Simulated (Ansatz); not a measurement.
**One shape, several levels: doublet NO2F+**

Wanted: a comparison of 6 runs (UHF/STO-3G, UB2PLYP/STO-3G, UB3LYP/STO-3G, UBHLYP/STO-3G, UPBE/STO-3G, UMP2/STO-3G) of doublet NO2F+. 

The calculation is run with Ansatz 0.2.0.

58 further runs of the same task are left out: 10 that didn't finish, 48 set aside as unsound or not needed.

### 1 The system as given

NO2F+: 4 atoms, total charge +1, spin state doublet. As SMILES of the parent species, `O=[N+]([O-])F`. The shape is that of a GFN2-xTB optimisation. That shape belongs to the parent species and isn't relaxed for this state.

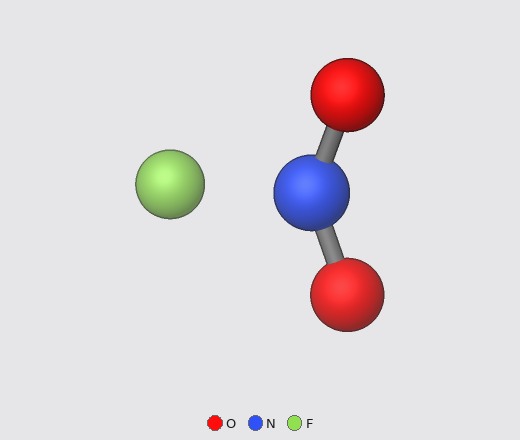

Viewed from a chosen angle; oxygen red, nitrogen blue, fluorine green.

### 2 The energy at UHF/STO-3G (run 1)

input.yaml reads:

```yaml
crystal:
  periodic: [false, false, false]
  atoms:
    - symbol: O
      position_ang: [0.188740, 0.465950, 1.115660]
    - symbol: N
      position_ang: [0.109710, -0.098240, 0.122020]
    - symbol: O
      position_ang: [0.475520, -1.064170, -0.373030]
    - symbol: F
      position_ang: [-0.773970, 0.696460, -0.864650]
basis:
  gaussian:
    orbitals: STO-3G
accuracy: high
total_charge: 1
magnetization:
  spin_polarized: true
  initial_magnetization: 1
hamiltonian:
  xc: hf
```

The run is started by

```sh
$ ansatz run input.yaml --threads 1 --pin off --max-ram 2610MiB --events-out events.jsonl --progress --plain --runs-dir runs
```

Output:

```text
Warning: RAYON_NUM_THREADS=1 ignored (pool sized by the plan → 1); use --threads N
[... 32 lines left out ...]
Total energy: -8133.59813686 eV, -298.9042183789 hartree
```

Run time: 1.7 s. Hardware: 1 thread of Arm Neoverse V1, shared host.

### 3 The energy at UB2PLYP/STO-3G (run 2)

molecule.yaml reads:

```yaml
crystal:
  periodic: [false, false, false]
  atoms:
    - symbol: O
      position_ang: [0.188740, 0.465950, 1.115660]
    - symbol: "N"
      position_ang: [0.109710, -0.098240, 0.122020]
    - symbol: O
      position_ang: [0.475520, -1.064170, -0.373030]
    - symbol: F
      position_ang: [-0.773970, 0.696460, -0.864650]
basis:
  gaussian: {orbitals: STO-3G}
total_charge: 1
magnetization: {spin_polarized: true, initial_magnetization: 1}
hamiltonian: {xc: {name: B2PLYP}}
correlation: {frozen_orbitals: {F: 1, "N": 1, O: 1}}
accuracy: high
```

The run is started by

```sh
$ ansatz run molecule.yaml --threads 1 --pin off --max-ram 2610MiB --events-out events.jsonl --progress --plain --runs-dir runs
```

Output, shortened:

```text
Warning: RAYON_NUM_THREADS=1 ignored (pool sized by the plan → 1); use --threads N
Functional definition: B2PLYP
  name "B2PLYP"
[...]
368 factors; integrals over basis functions are off by at most 3.8e-8 eV
[...]
mean field -8156.48969040 eV, -299.7454674550 hartree, gradient 8.7e-8 eV, S^2 0.939459; 14 other end points of the search recorded, 0 dependent functions left out
4 core orbitals not correlated: weight in the atoms' cores, before any rotation towards them, 1.000 or more for the frozen orbitals, at most 0.000 for the correlated occupied ones
reference -8156.48970049 eV, -299.7454678256 hartree; 12, 11 occupied and 4, 5 virtual orbitals, 368 factors
second order -8.43971035 eV of doubles, -0.00000000 eV of singles
Total energy: -8158.76842228 eV, -299.8292093069 hartree
```

It took 14 s on 1 thread of Arm Neoverse V1, shared host; peak memory 0.13 GiB.

Runs 3 to 5 aren't shown in full; the table further down has their settings and results.

### 4 The energy at UMP2/STO-3G (run 6)

job.yaml reads:

```yaml
crystal:
  periodic: [false, false, false]
  atoms:
    - {symbol: O, position_ang: [0.188740, 0.465950, 1.115660]}
    - {symbol: N, position_ang: [0.109710, -0.098240, 0.122020]}
    - {symbol: O, position_ang: [0.475520, -1.064170, -0.373030]}
    - {symbol: F, position_ang: [-0.773970, 0.696460, -0.864650]}
basis:
  gaussian: {orbitals: STO-3G}
accuracy: high
correlation: {method: mp2, frozen_orbitals: {F: 1, "N": 1, O: 1}}
magnetization: {spin_polarized: true, initial_magnetization: 1}
total_charge: 1
```

The run is started by

```sh
$ ansatz run job.yaml --threads 1 --pin off --max-ram 2610MiB --events-out events.jsonl --progress --plain --runs-dir runs
```

Output, shortened:

```text
Warning: RAYON_NUM_THREADS=1 ignored (pool sized by the plan → 1); use --threads N
Functional definition: HF
  name "HF"
[...]
368 factors; integrals over basis functions are off by at most 3.8e-8 eV
[...]
mean field -8133.59813686 eV, -298.9042183789 hartree, gradient 3.0e-8 eV, S^2 1.373017; 27 other end points of the search recorded, 0 dependent functions left out
4 core orbitals not correlated: weight in the atoms' cores, before any rotation towards them, 1.000 or more for the frozen orbitals, at most 0.000 for the correlated occupied ones
reference -8133.59813686 eV, -298.9042183789 hartree; 12, 11 occupied and 4, 5 virtual orbitals, 368 factors
second order -4.00031616 eV of doubles, -0.00000000 eV of singles
Total energy: -8137.59845302 eV, -299.0512272863 hartree
```

Wall time 1.9 s (1 thread of Arm Neoverse V1, shared host).

### 5 The series

```tsv
run	level	frozen core orbitals	energy (Eh)	⟨S²⟩	wall time
1	UHF/STO-3G	–	-298.904218	1.373	1.7 s
2	UB2PLYP/STO-3G	4	-299.829209	0.939	14 s
3	UB3LYP/STO-3G	–	-300.169171	0.759	5.7 s
4	UBHLYP/STO-3G	–	-300.053711	0.901	8.1 s
5	UPBE/STO-3G	–	-299.949150	0.751	2.9 s
6	UMP2/STO-3G	4	-299.051227	1.373	1.9 s
```

### 6 Outcome

```
                                          quantity          value
                               run 6: total energy  -299.05123 Eh
run 6: correlation energy (4 core orbitals frozen)     -147.0 mEh
          run 6: ⟨S²⟩ of the reference determinant          1.373
```

What this shows: Totals of different functionals can't be ranked against each other. In runs 1, 2, 3, 4, 5, 6 the basis is minimal, so the values are rough. Spin contamination of the reference: run 1 ⟨S²⟩ = 1.37, run 6 ⟨S²⟩ = 1.37, run 2 ⟨S²⟩ = 0.94, run 4 ⟨S²⟩ = 0.90. Where it is this large, the reference is a mixture of spin states, and values that rest on it are in doubt. All runs together took 34 s, the longest 14 s.
